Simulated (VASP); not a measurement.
Here is the system:

```xyz
2
Lattice="2.9561 0.0000 0.0000 0.0000 2.9561 0.0000 0.0000 0.0000 2.9561" Properties=species:S:1:pos:R:3 pbc="T T T"
Al     1.4781     1.4781     1.4781
Ru     0.0000     0.0000     0.0000
```

All values below come from LDA (Ceperley-Alder, Perdew-Zunger), VASP's LDA PAW potentials (set 64) (plane waves; VASP). Numerical set-up: 520 eV cut-off, 14×14×14 Γ-centred mesh, tetrahedra with Blöchl corrections, potentials Al Ru_pv.

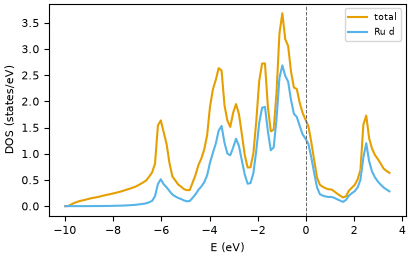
Figure. Total and projected density of states, zero at the Fermi level

Within 2 eV below the Fermi level the largest weight inside VASP's projection spheres is Ru d.

It has no gap at this level: it comes out as a metal or semimetal.

The compound is RuAl in the CsCl type structure. It was relaxed first. The electron count is odd and the run is not spin-polarised, which forces a metal.
